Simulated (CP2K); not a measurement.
# C2H6Si (vinylsilane): GFN1-xTB

What is the energy change on altering one bond length of C2H6Si (vinylsilane) at GFN1-xTB? 

The calculation is run with CP2K 2026.2.

2 further runs of the same task are left out: 2 set aside as unsound or not needed.

### Step 1. Starting point

C2H6Si: 9 atoms, total charge 0, spin state singlet. SMILES: `C=C[SiH3]`. The coordinates come from a PBE0-D4/def2-TZVP relaxation.

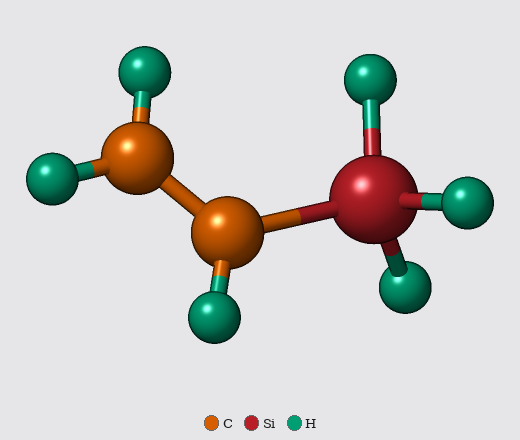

The structure, seen from a chosen angle (carbon orange, silicon red, hydrogen teal).

### Step 2. The energy at GFN1-xTB

gas.inp reads:

```
&GLOBAL
 PROJECT gas
 RUN_TYPE ENERGY
 PRINT_LEVEL MEDIUM
&END GLOBAL

&FORCE_EVAL
 METHOD QUICKSTEP
 &DFT
  ! Quickstep
  &QS
   METHOD XTB
   EPS_DEFAULT 1.0E-10
   &XTB
    GFN_TYPE TBLITE
    &TBLITE
     METHOD GFN1
    &END TBLITE
    CHECK_ATOMIC_CHARGES F
   &END XTB
  &END QS
  ! isolated system
  &POISSON
   PERIODIC NONE
   POISSON_SOLVER ANALYTIC
  &END POISSON
  &SCF
   SCF_GUESS ATOMIC
   EPS_SCF 1.0E-06
   MAX_SCF 150
   ADDED_MOS 4
   &DIAGONALIZATION
    ALGORITHM STANDARD
   &END DIAGONALIZATION
   &MIXING
    METHOD DIRECT_P_MIXING
    ALPHA 0.4
   &END MIXING
   &SMEAR ON
    METHOD FERMI_DIRAC
    ELECTRONIC_TEMPERATURE [K] 300
   &END SMEAR
  &END SCF
  ! extra output
  &PRINT
   &MOMENTS
    PERIODIC F
    REFERENCE COM
    MAX_MOMENT 1
   &END MOMENTS
   &MO ON
    ENERGIES T
    OCCUPATION_NUMBERS T
    NDIGITS 6
    &EACH
     QS_SCF 0
    &END EACH
    ADD_LAST NUMERIC
   &END MO
   &HIRSHFELD OFF
   &END HIRSHFELD
  &END PRINT
 &END DFT
 ! atoms, cell and kinds
 &SUBSYS
  ! box in angstrom
  &CELL
   ABC 15.1 15.8 15.7
   PERIODIC NONE
  &END CELL
  &COORD
   C     -0.713700     0.870200    -1.048300
   C     -0.071300     0.712500     0.105600
   Si     0.560600    -0.932000     0.700100
   H     -0.905700     0.033000    -1.713900
   H     -1.076700     1.838600    -1.381500
   H      0.089400     1.592000     0.727600
   H      2.035800    -0.893900     0.893800
   H      0.223400    -1.972400    -0.307300
   H     -0.053200    -1.294300     2.006700
  &END COORD
  &TOPOLOGY
   &CENTER_COORDINATES
   &END CENTER_COORDINATES
  &END TOPOLOGY
 &END SUBSYS
&END FORCE_EVAL
```

Run with:

```sh
$ OMP_NUM_THREADS=1 cp2k.psmp -i gas.inp > gas.out 2>&1
```

The log of the run:

```text
CP2K| version string:                                       CP2K version 2026.2
[...]
 GLOBAL| Method name                                                        CP2K
[...]
 GLOBAL| Run type                                                         ENERGY
[...]
                             - Atoms:                                          9
[...]
                             - Spherical basis functions:                     29
[...]
 Number of electrons:                                                         18
[...]
  *** SCF run converged in    10 steps ***
[...]
  Fermi energy:                                                -0.31226503099049
[...]
 TB_DIPOLE| Moment [Debye]         -0.32810791       0.56802263      -0.41253968
 TB_DIPOLE| Derivative [a.u.]       0.00000000       0.00000000       0.00000000
[...]
 ENERGY| Total FORCE_EVAL ( QS ) energy [hartree]             -9.279019470918243
[...]
```

Run time: 1.2 s. Hardware: 1 thread of Intel Xeon at 2.70GHz, shared host; peak memory 0.19 GiB.

### Step 3. The distorted shape, same level

mol.inp reads:

```
&GLOBAL
   PROJECT mol
   RUN_TYPE ENERGY
   PRINT_LEVEL MEDIUM
&END GLOBAL

&FORCE_EVAL
   METHOD Quickstep
   &DFT
      &QS
         METHOD XTB
         EPS_DEFAULT 1.0E-10
         &XTB
            GFN_TYPE TBLITE
            &TBLITE
               METHOD GFN1
            &END TBLITE
            CHECK_ATOMIC_CHARGES F
         &END XTB
      &END QS
      # cluster boundary conditions
      &POISSON
         PERIODIC NONE
         POISSON_SOLVER ANALYTIC
      &END POISSON
      &SCF
         SCF_GUESS ATOMIC
         EPS_SCF 1.0E-06
         MAX_SCF 150
         ADDED_MOS 4
         &DIAGONALIZATION
            ALGORITHM STANDARD
         &END DIAGONALIZATION
         &MIXING
            METHOD DIRECT_P_MIXING
            ALPHA 0.4
         &END MIXING
         &SMEAR ON
            METHOD FERMI_DIRAC
            ELECTRONIC_TEMPERATURE [K] 300
         &END SMEAR
      &END SCF
      &PRINT
         &MOMENTS
            PERIODIC F
            REFERENCE COM
            MAX_MOMENT 1
         &END MOMENTS
         &MO ON
            ENERGIES T
            OCCUPATION_NUMBERS T
            NDIGITS 6
            &EACH
               QS_SCF 0
            &END EACH
            ADD_LAST NUMERIC
         &END MO
         &HIRSHFELD OFF
         &END HIRSHFELD
      &END PRINT
   &END DFT
   # atoms, cell and kinds
   &SUBSYS
      # box in angstrom
      &CELL
         ABC 15.1 16.1 15.7
         PERIODIC NONE
      &END CELL
      &COORD
         C     -0.612545     1.182305    -0.746095
         C      0.029855     1.024605     0.407805
         Si     0.661755    -0.619895     1.002305
         H     -0.804545     0.345105    -1.411695
         H     -0.975545     2.150705    -1.079295
         H      0.190555     1.904105     1.029805
         H      2.136955    -0.581795     1.196005
         H      0.223400    -1.972400    -0.307300
         H      0.047955    -0.982195     2.308905
      &END COORD
      &TOPOLOGY
         &CENTER_COORDINATES
         &END CENTER_COORDINATES
      &END TOPOLOGY
   &END SUBSYS
&END FORCE_EVAL
```

Run with:

```sh
$ OMP_NUM_THREADS=1 cp2k.psmp mol.inp > mol.out
```

The log of the run:

```text
CP2K| version string:                                       CP2K version 2026.2
[...]
 GLOBAL| Method name                                                        CP2K
[...]
 GLOBAL| Run type                                                         ENERGY
[...]
                             - Atoms:                                          9
[...]
                             - Spherical basis functions:                     29
[...]
 Number of electrons:                                                         18
[...]
  *** SCF run converged in    11 steps ***
[...]
  Fermi energy:                                                -0.31164796479643
[...]
 TB_DIPOLE| Moment [Debye]         -0.17092672       1.01443214       0.04313415
 TB_DIPOLE| Derivative [a.u.]       0.00000000       0.00000000       0.00000000
[...]
 ENERGY| Total FORCE_EVAL ( QS ) energy [hartree]             -9.240902468606544
[...]
```

Wall time 1.2 s (1 thread of Intel Xeon at 2.70GHz, shared host); peak memory 0.19 GiB.

### Step 4. What came out

At GFN1-xTB:

| quantity | value |
| --- | --- |
| first shape: total energy | -9.27902 Eh |
| first shape: dipole moment (from atomic charges alone) | 0.77 D |
| first shape: HOMO energy | -12.13 eV |
| first shape: LUMO energy | -7.60 eV |
| first shape: HOMO–LUMO gap | 4.53 eV |
| first shape: dispersion energy | -6.34 kJ/mol |
| distorted shape: total energy | -9.24090 Eh |
| distorted shape: dipole moment (from atomic charges alone) | 1.03 D |
| distorted shape: HOMO energy | -11.95 eV |
| distorted shape: LUMO energy | -7.58 eV |
| distorted shape: HOMO–LUMO gap | 4.37 eV |
| distorted shape: dispersion energy | -7.10 kJ/mol |
| energy change with the Si3–H8 bond stretched from 1.487 to 1.933 Å | 1.037 eV |

In words: With the Si3–H8 bond stretched from 1.487 to 1.933 Å the energy rises by 1.04 eV (24 kcal/mol). The first shape isn't relaxed at this level, so the change isn't measured from a minimum. The dipole (first shape) comes from point charges on the atoms alone, without atomic dipoles, so it is partial. The dipole (distorted shape) comes from point charges on the atoms alone, without atomic dipoles, so it is partial.
